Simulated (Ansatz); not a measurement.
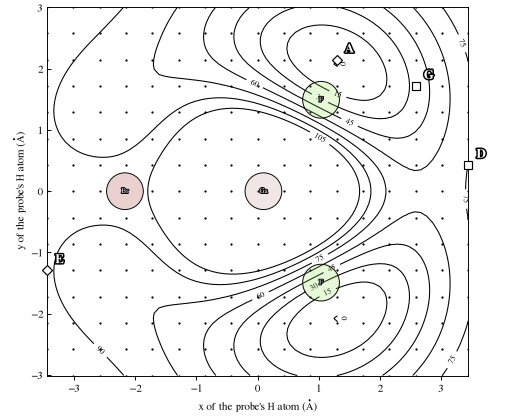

BrF₂Ga (SMILES [F][Ga]([F])[Br]) with the probe H2O. The probe is moved over a plane parallel to the molecule's main plane, 2.50 Å above it. First axis: x of the probe's H atom. Second axis: y of the probe's H atom. Nothing is relaxed (molecule and probe rigid, the probe upright with H nearest the plane). The grid has 17 × 15 points; 136 points were computed and 119 follow by symmetry. Points are written as (first, second). Energies are in meV, from the lowest grid point. These are results of Ansatz 0.2.0, RKS PBE-D4/def2-SVPD, not measurements.

The picture shows contour lines labelled in meV (none above 105), dots at the grid points, labelled circles for the molecule's atoms, projected on the plane, lettered points. Between grid points the surface is interpolated.

### What kind of point is each of A, G: minimum, saddle, maximum or slope?

A: minimum; G: on a slope. (In these two coordinates alone; a stationary point may lie a little off the grid point.)

### Rank the lettered points by energy, lowest first.

A (0 meV), G (34 meV), D (75 meV), E (92 meV).
